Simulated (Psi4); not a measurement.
# SiH3O2 (SMILES O[SiH]O) at U-wB97X-V/def2-TZVP

What is the energy change on altering one bond length of SiH3O2 at U-wB97X-V/def2-TZVP? 

The calculation is run with Psi4 1.11.

2 further runs of the same task are left out: 2 set aside as unsound or not needed.

## 1. The molecule

SiH3O2 has 6 atoms, charge 0, and is taken as a doublet. As SMILES, `O[SiH]O`. The coordinates come from a PBE0-D4/def2-TZVP relaxation. This is one conformer, not always the lowest.

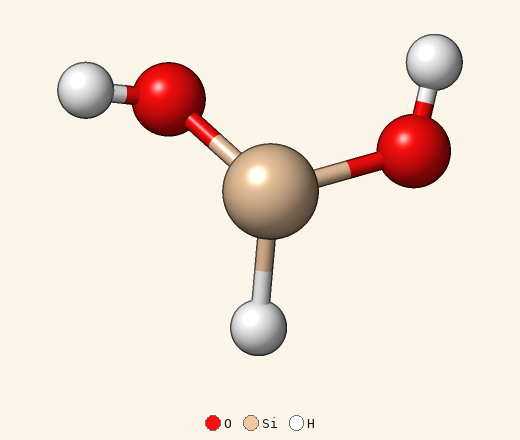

Viewed from a chosen angle; oxygen red, silicon light orange, hydrogen white.

## 2. The energy at U-wB97X-V/def2-TZVP

Contents of h3o2si.inp:

```
memory 1600 mb

molecule {
  0 2
  O     -1.186200    -0.443400    -0.202500
  Si     0.358900     0.083300    -0.457100
  O      1.071000     0.255000     1.010900
  H     -1.625300    -0.879000    -0.934700
  H      0.393800     1.459300    -1.043800
  H      0.987700    -0.475200     1.627200
  symmetry c1
}

set basis def2-TZVP
set reference uks
set puream true
set e_convergence 1e-09
set d_convergence 1e-08
set scf_type pk
set dft_radial_points 99
set dft_spherical_points 590
set maxiter 200

energy("wb97x-v")
```

On the command line:

```sh
$ psi4 -i h3o2si.inp -o h3o2si.out -n 1
```

h3o2si.out:

```text
[...]
  Running in c1 symmetry.
[...]
  Nuclear repulsion =  111.608997635231759
[...]
  Multiplicity = 2
[...]
  Nalpha       = 17
  Nbeta        = 16
[...]
    Number of basis functions: 117
[...]
   @UKS iter   1:  -441.51993737066681   -5.44713e-01   7.14185e-03 DIIS/ADIIS
[...]
   @UKS iter  13:  -441.75982606626894   -6.08225e-12   4.20472e-09 DIIS
[...]
   @S^2 Observed:                7.521884392E-01
[...]
    Orbital Energies [Eh]
    ---------------------
    Alpha Occupied:
       1A    -66.163851     2A    -19.224897     3A    -19.221945
       4A     -5.409685     5A     -3.762153     6A     -3.759724
       7A     -3.758053     8A     -1.154647     9A     -1.133591
      10A     -0.698124    11A     -0.636633    12A     -0.545262
      13A     -0.514699    14A     -0.483223    15A     -0.463631
      16A     -0.447383    17A     -0.290451
    Alpha Virtual:
      18A      0.092467    19A      0.098120    20A      0.156578
      21A      0.166104    22A      0.184539    23A      0.240841
      24A      0.291490    25A      0.317352    26A      0.324033
[...]
  @UKS Final Energy:  -441.75982606626894
   => Energetics <=
    Nuclear Repulsion Energy =            111.6089976352317592
    One-Electron Energy =                -832.4919291329022144
    Two-Electron Energy =                 307.6031259145456147
    DFT Exchange-Correlation Energy =     -28.6161062556239685
    Empirical Dispersion Energy =           0.0000000000000000
    VV10 Nonlocal Energy =                  0.1360857724798768
    Total Energy =                       -441.7598260662689427
[...]
 Multipole Moments:
 ------------------------------------------------------------------------------------
     Multipole            Electronic (a.u.)      Nuclear  (a.u.)        Total (a.u.)
 ------------------------------------------------------------------------------------
 L = 1.  Multiply by 2.5417464519 to convert [e a0] to [Debye]
 Dipole X            :          0.3246162           -0.5803200           -0.2557037
 Dipole Y            :         -0.7885901            0.1254905           -0.6630996
 Dipole Z            :          0.0555105           -0.3258423           -0.2703318
 Magnitude           :                                                    0.7603715
[...]
```

It took 74 s on 1 thread of Intel Xeon 6975P-C (Granite Rapids), shared host; peak memory 0.89 GiB.

## 3. The distorted shape, same level

Contents of h3o2si.json:

```json
{
  "schema_name": "qcschema_input",
  "schema_version": 1,
  "molecule": {
    "schema_name": "qcschema_molecule",
    "schema_version": 2,
    "symbols": ["O", "Si", "O", "H", "H", "H"],
    "geometry": [-2.44344611, -0.88657446, -0.79879101, 0.47636972, 0.10874429, -1.27991528, 2.02389668, 0.48188016, 1.91032414, -3.27322486, -1.70973916, -2.18244848, 0.54232116, 2.70900744, -2.3886176, 1.86648249, -0.89799785, 3.07496235],
    "molecular_charge": 0,
    "molecular_multiplicity": 2,
    "fix_symmetry": "c1",
    "fix_com": true,
    "fix_orientation": true
  },
  "driver": "energy",
  "model": {
    "method": "wb97x-v",
    "basis": "def2-TZVP"
  },
  "keywords": {
    "reference": "uks",
    "puream": true,
    "e_convergence": 1e-09,
    "d_convergence": 1e-08,
    "scf_type": "pk",
    "dft_radial_points": 99,
    "dft_spherical_points": 590,
    "maxiter": 200
  }
}
```

On the command line:

```sh
$ psi4 --qcschema h3o2si.json -n 1 --memory 1600MB
```

stdout:

```text
[...]
  Running in c1 symmetry.
[...]
  Nuclear repulsion =  105.365919921284316
[...]
  Multiplicity = 2
[...]
  Nalpha       = 17
  Nbeta        = 16
[...]
    Number of basis functions: 117
[...]
   @UKS iter   1:  -441.48480902199015   -7.31136e-01   7.21810e-03 DIIS/ADIIS
[...]
   @UKS iter  13:  -441.73685943862370   -2.14300e-11   8.81942e-09 DIIS
[...]
   @S^2 Observed:                7.527415320E-01
[...]
    Orbital Energies [Eh]
    ---------------------
    Alpha Occupied:
       1A    -66.192358     2A    -19.237662     3A    -19.203295
       4A     -5.434026     5A     -3.786712     6A     -3.784089
       7A     -3.782291     8A     -1.157825     9A     -1.090749
      10A     -0.694969    11A     -0.609974    12A     -0.549984
      13A     -0.509397    14A     -0.479081    15A     -0.442936
      16A     -0.421795    17A     -0.307970
    Alpha Virtual:
      18A      0.077584    19A      0.088605    20A      0.149010
      21A      0.164732    22A      0.167519    23A      0.238978
      24A      0.282777    25A      0.297989    26A      0.315964
[...]
  @UKS Final Energy:  -441.73685943862370
   => Energetics <=
    Nuclear Repulsion Energy =            105.3659199212843163
    One-Electron Energy =                -819.9913339156588563
    Two-Electron Energy =                 301.3035128410049879
    DFT Exchange-Correlation Energy =     -28.5515285573398820
    Empirical Dispersion Energy =           0.0000000000000000
    VV10 Nonlocal Energy =                  0.1365702720857512
    Total Energy =                       -441.7368594386236964
[...]
 Multipole Moments:
 ------------------------------------------------------------------------------------
     Multipole            Electronic (a.u.)      Nuclear  (a.u.)        Total (a.u.)
 ------------------------------------------------------------------------------------
 L = 1.  Multiply by 2.5417464519 to convert [e a0] to [Debye]
 Dipole X            :         -2.9237342            2.4483594           -0.4753748
 Dipole Y            :          0.9372059           -1.6138639           -0.6766580
 Dipole Z            :          9.8216197          -10.5226526           -0.7010330
 Magnitude           :                                                    1.0841100
[...]
```

The result, in JSON:

```text
{
 "driver": "energy",
 "model": {
  "method": "wb97x-v",
  "basis": "def2-TZVP"
 },
 "success": true,
 "return_result": -441.7368594386237,
 "properties": {
  "calcinfo_nbasis": 117,
  "calcinfo_nmo": 117,
  "calcinfo_nalpha": 17,
  "calcinfo_nbeta": 16,
  "calcinfo_natom": 6,
  "nuclear_repulsion_energy": 105.36591992128432,
  "return_energy": -441.7368594386237,
  "scf_one_electron_energy": -819.9913339156589,
  "scf_two_electron_energy": 301.303512841005,
  "scf_vv10_energy": 0.13657027208575118,
  "scf_xc_energy": -28.551528557339882,
  "scf_dipole_moment": [-0.4753748103413171, -0.6766579877070336, -0.701032953195531],
  "scf_total_energy": -441.7368594386237,
  "scf_iterations": 13
 }
}
```

Run time: 74 s. Hardware: 1 thread of Intel Xeon 6975P-C (Granite Rapids), shared host; peak memory 0.88 GiB.

## 4. Results

Level: U-wB97X-V/def2-TZVP.

```
                                                          quantity          value
                                         first shape: total energy  -441.75983 Eh
                                        first shape: dipole moment         1.93 D
                   first shape: HOMO energy (highest over α and β)       -7.90 eV
                    first shape: LUMO energy (lowest over α and β)       -0.08 eV
                                                 first shape: ⟨S²⟩          0.752
                                     distorted shape: total energy  -441.73686 Eh
                                    distorted shape: dipole moment         2.76 D
               distorted shape: HOMO energy (highest over α and β)       -8.38 eV
                distorted shape: LUMO energy (lowest over α and β)       -0.58 eV
                                             distorted shape: ⟨S²⟩          0.753
energy change with the Si2–O3 bond stretched from 1.641 to 1.887 Å       0.625 eV
```

What this shows: With the Si2–O3 bond stretched from 1.641 to 1.887 Å the energy rises by 0.62 eV (14.4 kcal/mol). The first shape isn't relaxed at this level, so the change isn't measured from a minimum.
